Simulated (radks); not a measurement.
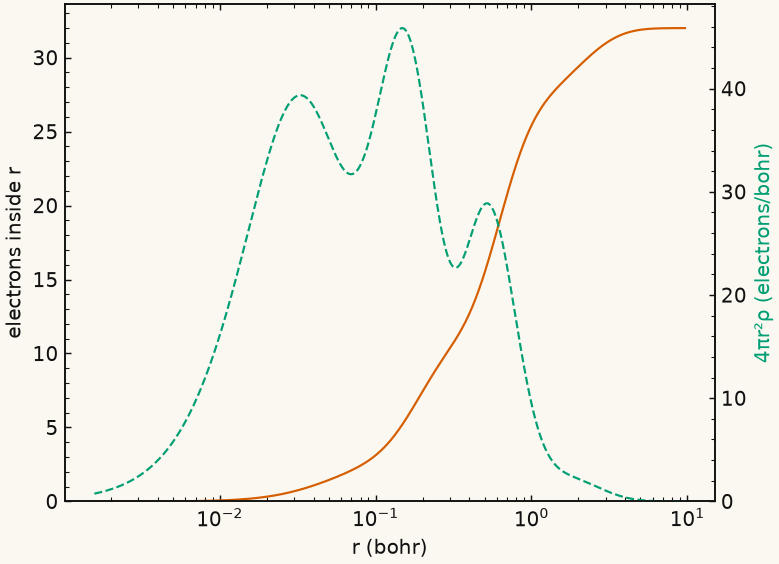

System: atomic germanium (Ge), configuration [Ar] 3d10 4s2 4p2 (high spin). All numbers are computed, not measured: scalar-relativistic Kohn-Sham, r2SCAN, spin-polarised, spherical densities, finite nucleus (the in-house radial solver radks).

```
Z 32
configuration [Ar] 3d10 4s2 4p2
relativity scalar-relativistic
functional r2scan,r2scan
spin polarised
nucleus finite rms 4.0742 fm
c 137.035999084
```

The plot shows the number of electrons inside radius r (solid) and the radial density 4πr²ρ (dashed).

Read the plot.

The count levels off at 32 electrons. Half of them lie within 0.519 bohr, 90 % within 1.75 bohr and 99 % within 4.09 bohr. The radial density has minima at 0.0695 and 0.325 bohr, where the count stands at 2.1 and 10.9; these part the shells that the density resolves.
